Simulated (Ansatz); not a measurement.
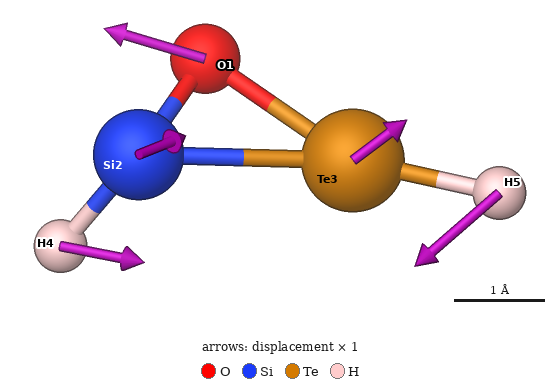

A relaxation of SiH2TeO. The starting structure is drawn; purple arrows show the displacements, at their true length. The two geometries are superimposed by the best rigid fit.

A ball-and-stick model, seen at a tilt.

It is one of the separated reactants of a reaction.

These are results of RKS PBE-D4/def2-SVP (Ansatz 0.2.0), not measurements. (force threshold 0.03 eV/Å; at most 250 steps)

### Describe the change and its energy.

Over 15 geometry steps the energy falls by 107.8 kcal/mol. The largest force component goes from 3.6 to 0.0034 eV/Å. H5 moves most after the best rigid fit: 1.27 Å. By element the largest moves are H 1.27 Å, O 1.19 Å, Si 0.80 Å, Te 0.76 Å. Among the contacts that change: O1–Te3 2.101 → 3.591 Å, O1–Si2 1.638 → 1.554 Å, Si2–Te3 2.411 → 2.483 Å, Si2–H4 1.479 → 1.508 Å. Bond angles that change, for instance: Si2–Te3–H5 160.2° → 89.6°, O1–Si2–Te3 58.9° → 124.0°, Te3–Si2–H4 120.2° → 110.7°. Cost: 9.5 s on 2 threads of Intel Xeon 6975P-C (shared host).
